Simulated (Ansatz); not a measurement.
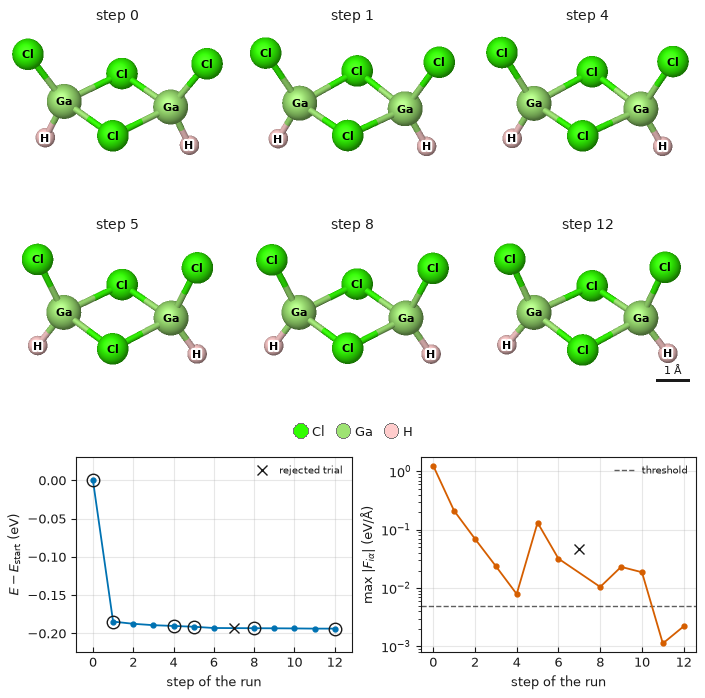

Frames of a relaxation of Ga2H2Cl4, marked on the history of the run. Style: ball-and-stick. Shown from a free direction.

The start comes from GFN2-xTB.

Level of theory: RKS PBE0-D4/def2-TZVP in Ansatz 0.2.0.

The input:
```yaml
crystal:
  periodic: [false, false, false]
  atoms:
    - {symbol: Cl, position_ang: [1.566220, 0.890340, -2.674350]}
    - {symbol: Ga, position_ang: [1.415550, 0.531430, -0.646580]}
    - {symbol: Cl, position_ang: [0.504990, -1.519540, -0.153560]}
    - {symbol: Ga, position_ang: [-1.349170, -0.530880, 0.775110]}
    - {symbol: Cl, position_ang: [-3.085890, -0.900390, -0.281900]}
    - {symbol: Cl, position_ang: [-0.423280, 1.520370, 0.312730]}
    - {symbol: H, position_ang: [2.558540, 0.722930, 0.370370]}
    - {symbol: H, position_ang: [-1.186970, -0.714250, 2.298180]}
basis:
  gaussian: {orbitals: def2-TZVP}
hamiltonian: {xc: pbe0, dispersion: d4}
relax: {f_tol: 0.005, max_steps: 150}
```

Command:
```bash
ansatz run in.yaml --threads 4 --pin off --events-out ev --progress --plain --max-ram 11315MiB
```

Describe the path.

Answer. Over 11 accepted moves (12 points after the start) the energy falls by 0.194 eV. The largest force component goes from 1.3 to 0.0022 eV/Å. The line search rejected the trial step at point 7 of the run. The largest moves after the best rigid fit, 0.41 Å, are those of Cl1 and Cl5. Largest moves by element: Cl 0.41 Å, H 0.27 Å, Ga 0.08 Å. Among the contacts that change: Cl1–Ga2 2.065 → 2.131 Å, Ga4–Cl5 2.066 → 2.131 Å, Cl3–Ga4 2.297 → 2.340 Å. Bond angles that change, for instance: Cl1–Ga2–Cl3 113.3° → 106.8°, Cl3–Ga2–H7 105.3° → 110.2°. From step 0 to 1: Cl atoms move most (0.10 Å), energy −0.184 eV. From step 1 to 4: Cl atoms move most (0.05 Å), energy −0.006 eV. From step 4 to 5: Cl atoms move most (0.20 Å), energy −0.001 eV. From step 5 to 8: H atoms move most (0.03 Å), energy −0.002 eV. From step 8 to 12: Cl atoms move most (0.10 Å), energy −0.001 eV.

```csv
step,"E − E(0), eV","largest force component, eV/Å",note
0,0.0000,1.2600,
1,-0.1845,0.2129,
2,-0.1873,0.0702,
3,-0.1891,0.0238,
4,-0.1901,0.0079,
5,-0.1912,0.1326,
6,-0.1928,0.0320,
7,-0.1925,0.0472,rejected
8,-0.1931,0.0105,
9,-0.1932,0.0232,
10,-0.1934,0.0187,
11,-0.1936,0.0011,
12,-0.1936,0.0022,
```
